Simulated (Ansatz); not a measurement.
# GeHF (SMILES [F][GeH]): levels of theory compared

We compute a comparison of 6 runs (B3LYP/STO-3G, PBE0/STO-3G, r2SCAN0/STO-3G, UMP2/STO-3G, CCSDT(Q)/STO-3G, FCI/STO-3G) of GeHF. 

The results are computed with Ansatz 0.2.0.

60 further runs of the same task are left out: 17 that didn't finish, 43 set aside as unsound or not needed.

### 1 The system as given

GeHF: 3 atoms, total charge 0, spin state singlet. SMILES: `[F][GeH]`. The Ge2–F1 distance was set to 2.635 Å, away from the relaxed value. At this shape a bond of the SMILES string is far longer than usual.

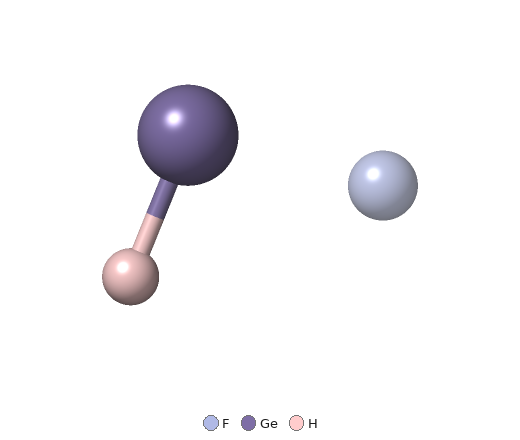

Viewed from a chosen angle; fluorine light blue, germanium purple, hydrogen pink.

### 2 A single-point energy at B3LYP/STO-3G (run 1)

molecule.yaml

```yaml
crystal:
  periodic: [false, false, false]
  atoms:
    - {symbol: F, position_ang: [1.337130, 1.421318, 0.872368]}
    - {symbol: Ge, position_ang: [-0.657900, 0.195200, -0.335600]}
    - {symbol: H, position_ang: [-0.025200, -1.272700, -0.147400]}
basis:
  gaussian:
    orbitals: STO-3G
total_charge: 0
hamiltonian:
  xc: {name: B3LYP}
accuracy: high
```

On the command line:

```
$ ansatz run molecule.yaml --threads 1 --pin off --max-ram 2610MiB --events-out events.jsonl --progress --plain --runs-dir runs
```

What it wrote:

```text
Warning: RAYON_NUM_THREADS=1 ignored (pool sized by the plan → 1); use --threads N
Functional definition: B3LYP
  name "B3LYP"
  parameter a0 = 0.2
  parameter ax = 0.72
  parameter ac = 0.81
  exchange = (1 - a0 - ax)*slater_x + ax*b88_x + a0*exact_x
  correlation = (1 - ac)*vwn_rpa_c + ac*lyp_c
300 factors; integrals over basis functions are off by at most 1.9e-8 eV
mean field evaluation 1: about -58362.3772 eV, gradient 1.1e2 eV
mean field evaluation 2: about -58225.0341 eV, gradient 3.4e1 eV
mean field evaluation 4: about -58362.5102 eV, gradient 1.0e2 eV
mean field evaluation 8: about -58542.8981 eV, gradient 1.7e1 eV
mean field evaluation 16: about -58553.0484 eV, gradient 3.0e0 eV
mean field evaluation 32: about -58550.9655 eV, gradient 1.6e1 eV
mean field -58553.08921131 eV, -2151.7863398063 hartree, gradient 1.2e-8 eV, S^2 0.000000; 4 other end points of the search recorded, 0 dependent functions left out
reference -58553.08923388 eV, -2151.7863406357 hartree; 21, 21 occupied and 3, 3 virtual orbitals, 300 factors
Total energy: -58553.08923388 eV, -2151.7863406357 hartree
```

Run time: 1.6 s. Hardware: 1 thread of Arm Neoverse V1, shared host.

### 3 The energy at PBE0/STO-3G (run 2)

in.yaml

```yaml
crystal:
  periodic: [false, false, false]
  atoms:
    - {symbol: F, position_ang: [1.337130, 1.421318, 0.872368]}
    - {symbol: Ge, position_ang: [-0.657900, 0.195200, -0.335600]}
    - {symbol: H, position_ang: [-0.025200, -1.272700, -0.147400]}
basis:
  gaussian: {orbitals: STO-3G}
hamiltonian: {xc: pbe0}
accuracy: high
```

On the command line:

```
$ ansatz run in.yaml --threads 1 --pin off --max-ram 2610MiB --events-out events.jsonl --progress --plain --runs-dir runs
```

What it wrote:

```text
Warning: RAYON_NUM_THREADS=1 ignored (pool sized by the plan → 1); use --threads N
Functional definition: PBE0
  name "PBE0"
  parameter a = 0.25
  parameter kappa = 0.804
  parameter beta = 0.06672455060314922
  exchange = (1 - a)*pbe_x(kappa = kappa, mu = beta*pi^2/3) + a*exact_x
  correlation = pbe_c(beta = beta)
300 factors; integrals over basis functions are off by at most 1.9e-8 eV
mean field evaluation 1: about -58539.0038 eV, gradient 2.2e1 eV
mean field evaluation 2: about -58228.7777 eV, gradient 1.0e2 eV
mean field evaluation 4: about -58540.1605 eV, gradient 2.0e1 eV
mean field evaluation 8: about -58541.2675 eV, gradient 2.0e1 eV
mean field evaluation 16: about -58545.4627 eV, gradient 5.0e-4 eV
mean field -58545.46273311 eV, -2151.5060719018 hartree, gradient 1.6e-8 eV, S^2 0.000000; 1 other end points of the search recorded, 0 dependent functions left out
reference -58545.46273419 eV, -2151.5060719414 hartree; 21, 21 occupied and 3, 3 virtual orbitals, 300 factors
Total energy: -58545.46273419 eV, -2151.5060719414 hartree
```

Run time: 1.3 s. Hardware: 1 thread of Arm Neoverse V1, shared host.

Runs 3 to 5 aren't shown in full; the table further down has their settings and results.

### 4 The energy at FCI/STO-3G (run 6)

molecule.yaml: that of step 2 with these lines changed.

```diff
@@ -9,5 +9,8 @@
     orbitals: STO-3G
-total_charge: 0
-hamiltonian:
-  xc: {name: B3LYP}
+magnetization:
+  spin_polarized: false
+  initial_magnetization: 0
+correlation:
+  method: fci
+  frozen_orbitals: {F: 1, Ge: 9, H: 0}
 accuracy: high
```

On the command line:

```
$ ansatz run molecule.yaml --threads 1 --pin off --max-ram 2610MiB --events-out events.jsonl --progress --plain --runs-dir runs
```

What it wrote (excerpt; [...] marks lines left out):

```text
Warning: RAYON_NUM_THREADS=1 ignored (pool sized by the plan → 1); use --threads N
Functional definition: HF
  name "HF"
[...]
300 factors; integrals over basis functions are off by at most 1.9e-8 eV
[...]
mean field -58507.52063003 eV, -2150.1117253319 hartree, gradient 1.5e-8 eV, S^2 0.000000; 2 other end points of the search recorded, 0 dependent functions left out; unrestricted orbitals would lower it
unrestricted determinant -58510.29176352 eV, -2150.2135626091 hartree, S^2 0.9045
10 core orbitals not correlated: weight in the atoms' cores, before any rotation towards them, 1.000 or more for the frozen orbitals, at most 0.000 for the correlated occupied ones
reference -58507.52063003 eV, -2150.1117253319 hartree; 11, 11 occupied and 3, 3 virtual orbitals, 300 factors
state -58511.81584061 eV, -2150.2695714092 hartree
Total energy: -58511.81584061 eV, -2150.2695714092 hartree
```

It took 1.2 s on 1 thread of Arm Neoverse V1, shared host.

### 5 Overview of the runs

```tsv
run	level	frozen core orbitals	energy (Eh)	wall time
1	B3LYP/STO-3G	–	-2151.786341	1.6 s
2	PBE0/STO-3G	–	-2151.506072	1.3 s
3	r2SCAN0/STO-3G	–	-2151.880247	2.9 s
4	UMP2/STO-3G	10	-2150.235505	1.7 s
5	CCSDT(Q)/STO-3G	10	-2150.270628	1.2 s
6	FCI/STO-3G	10	-2150.269571	1.2 s
```

### 6 Results

| quantity | value |
| --- | --- |
| run 6: total energy | -2150.26957 Eh |
| run 6: correlation energy (10 core orbitals frozen) | -157.8 mEh |

Against full CI in this basis: UMP2 +34.1 mEh; CCSDT(Q) -1.1 mEh. Totals of different functionals can't be ranked against each other. In run 5 the log says that unrestricted orbitals would lower the reference, so the values rest on an unstable closed-shell determinant (other closed-shell runs at this shape may share the fault). In runs 1, 2, 3, 4, 5, 6 the basis is minimal, so the values are rough. Spin contamination of the reference: run 4 ⟨S²⟩ = 0.90. Where it is this large, the reference is a mixture of spin states, and values that rest on it are in doubt. All runs together took 9.8 s, the longest 2.9 s.
